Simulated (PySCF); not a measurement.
# C5H5AlO2: what the fields show

```xyz
13

O    -3.2580    0.7339   -0.2368
C    -2.1534    0.2949   -0.1682
C    -1.2983   -0.7167   -0.7622
C    -0.3132   -0.7640    0.2518
C     0.9502   -1.1775    0.5644
Al    1.5199    1.0423   -0.0416
C    -0.8682    0.5480    0.5433
O    -0.0669    1.5452    0.6212
H    -1.2302   -1.0085   -1.7947
H     1.2913   -0.9452    1.5750
H     1.3198   -2.1156    0.1741
H     1.4143    1.0976   -1.5838
H     2.6885    1.4661    0.8398
```

Geometry: GFN2-xTB.

All numbers below come from CAM-B3LYP/def2-SVPD, SCF density, gas phase in PySCF 2.14.0.

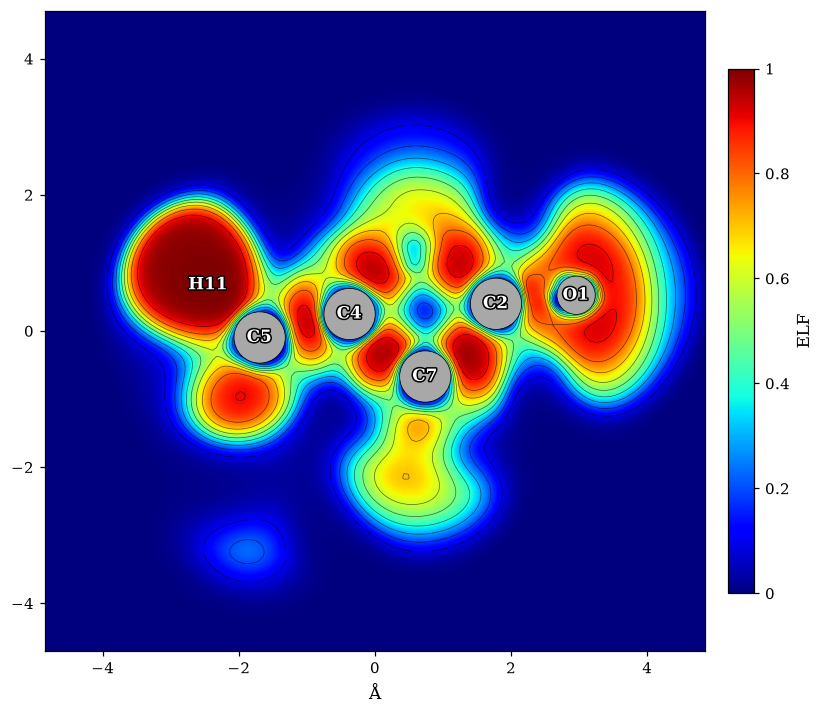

Figure 1. ELF on the plane of atoms C4, C5 and H11. Grey discs cover the atomic cores.

Q: What do the fields say about this system?

A:
- The section cuts through O, C and H sites.
- C–O (1.19 Å): the ELF peaks at about 0.85 between the atoms; a multiple bond.
- C–C (1.37 Å): the ELF peaks at about 0.95 between the atoms (localised, covalent bonding).
- C–H (1.08 Å): the ELF climbs to about 1 towards the hydrogen, as it does in any bond to H (a covalent bond by its length).
- The ELF also peaks beside O1, away from the bonds: lone-pair regions.

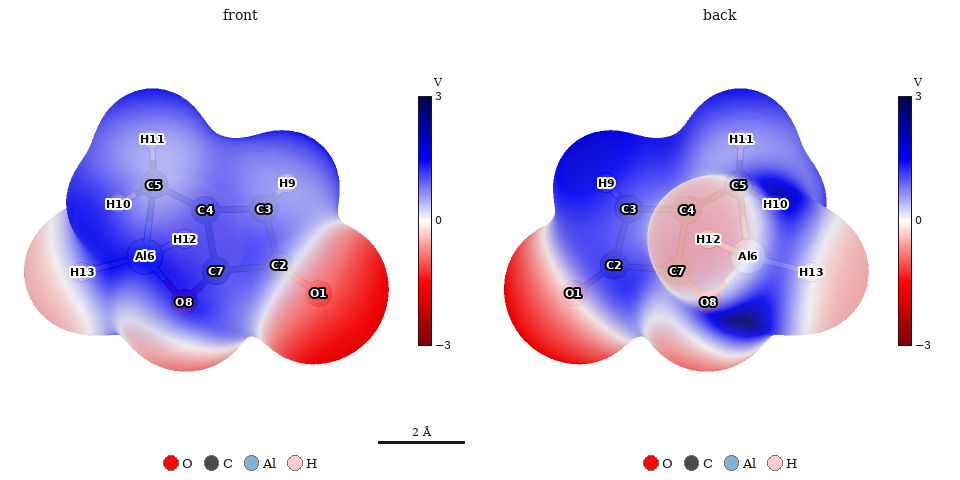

Figure 2. The electrostatic potential painted on the density surface at 0.002 e/bohr³, seen from the front and from behind; the colour scale runs from red (negative) to blue (positive).

Q: Describe the electrostatic potential map.

A: The most negative region (about −1.6 V, or −37 kcal/mol for a unit charge) lies over O1, the most positive (about +2.3 V, or +53 kcal/mol for a unit charge) over Al6. O1 is the likeliest acceptor of a hydrogen bond.
